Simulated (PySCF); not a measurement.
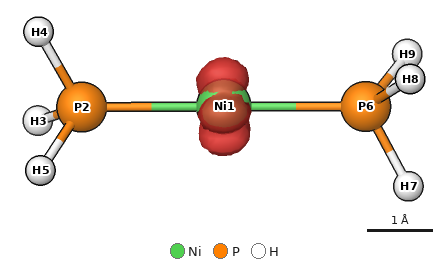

Figure. H6NiP2 (charge +1, doublet). Isosurface of the spin density (α minus β) at +0.3 e/Å³ (red), seen at a tilt.

Geometry: BP86-D3(BJ)/def2-SVP.

Computed with DFT single point, gas phase, functional PBE0 (PySCF).

```xyz
9

Ni   -0.0016    0.0059   -0.0121
P    -0.0782   -0.1874    2.1897
H     0.6439   -1.2659    2.7841
H    -1.3521   -0.3713    2.8065
H     0.4200    0.9016    2.9668
P     0.0873    0.1960   -2.2117
H     1.3236    0.6046   -2.7976
H    -0.8006    1.1235   -2.8356
H    -0.1836   -0.9685   -2.9919
```

Question: Describe the spin distribution.

Answer: The unpaired spin (1 electron) lies mostly on Ni1 (about 1.0), in electrons by Hirshfeld's partition.
